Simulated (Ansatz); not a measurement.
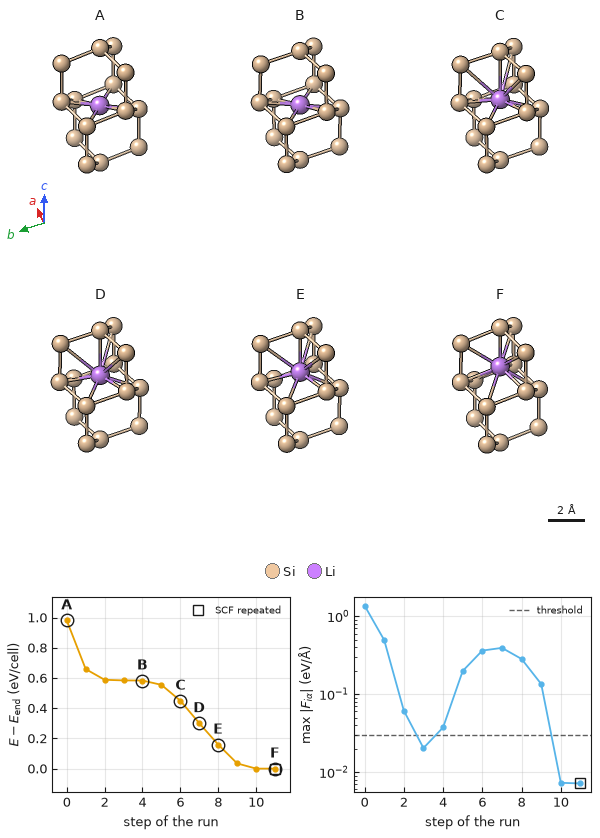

Frames of a relaxation of a defect cell of composition LiSi16 (cell charge +1), marked on the history of the run. A ball-and-stick model of the atoms within 4.2 Å of the atom that moves most (axes of the conventional cell (3 times the calculation's cell) (origin shifted)), seen from a free direction. Lengths and directions refer to the drawn axes.

It is an interstitial Li in diamond Si. The run prepares an end point of a later path (interstitial hop) calculation, from a guessed geometry.

Theory: DFT PBEsol, scalar-relativistic, plane waves, PAW (Ansatz 0.2.0). Set-up: plane-wave cutoff 420 eV; k-point mesh 2 × 2 × 2; occupations gaussian; smearing width 0.05 eV; no spin polarisation; atoms relaxed in a fixed cell; force threshold 0.03 eV/Å; at most 60 steps.

Question: What happens along the run?

Answer: The atom that moves furthest is the Li atom (1.09 Å along +c). Largest moves by element: Li 1.09 Å, Si 0.10 Å. The cell stays as it was. Some distances before and after: Li–Si 3.524 → 2.397 Å, Li–Si 3.544 → 2.743 Å, Li–Si 3.522 → 2.743 Å, Li–Si 2.221 → 2.729 Å. New bonds form: Li–Si (3.52 → 2.40 Å). Among the angles between lasting bonds that change: Si–Li–Si 179.2° → 125.8°, Si–Li–Si 178.3° → 125.8°, Si–Li–Si 118.1° → 90.4°. The energy falls by 0.981 eV per cell of the calculation in 10 accepted moves (11 points after the start). Largest force component: 1.4 eV/Å at the start, 0.0072 eV/Å at the end. 1 step only repeated the SCF at the same geometry. The forces were under the threshold at step 3, but the run went on from there. From step 0 to 4: Si atoms move most (0.21 Å), energy −0.398 eV per cell of the calculation. From step 4 to 6: the Li atom moves most (0.33 Å), energy −0.134 eV per cell of the calculation. From step 6 to 7: the Li atom moves most (0.20 Å), energy −0.149 eV per cell of the calculation. From step 7 to 8: the Li atom moves most (0.20 Å), energy −0.141 eV per cell of the calculation. From step 8 to 11: the Li atom moves most (0.34 Å), energy −0.159 eV per cell of the calculation.

| step | E − E(0), meV/atom | largest force component, eV/Å | note |
| --- | --- | --- | --- |
| 0 | 0.00 | 1.3698 |  |
| 1 | -18.93 | 0.4951 |  |
| 2 | -23.10 | 0.0615 |  |
| 3 | -23.34 | 0.0204 |  |
| 4 | -23.39 | 0.0375 |  |
| 5 | -25.07 | 0.1986 |  |
| 6 | -31.26 | 0.3630 |  |
| 7 | -40.03 | 0.3933 |  |
| 8 | -48.35 | 0.2833 |  |
| 9 | -55.65 | 0.1352 |  |
| 10 | -57.68 | 0.0073 |  |
| 11 | -57.68 | 0.0072 | same geometry, SCF repeated |

Limits of the set-up: the periodic images lie only 7.7 Å apart, so the values are limited by the cell's size; the cell is charged, on a uniform background, and energies carry no finite-size correction.
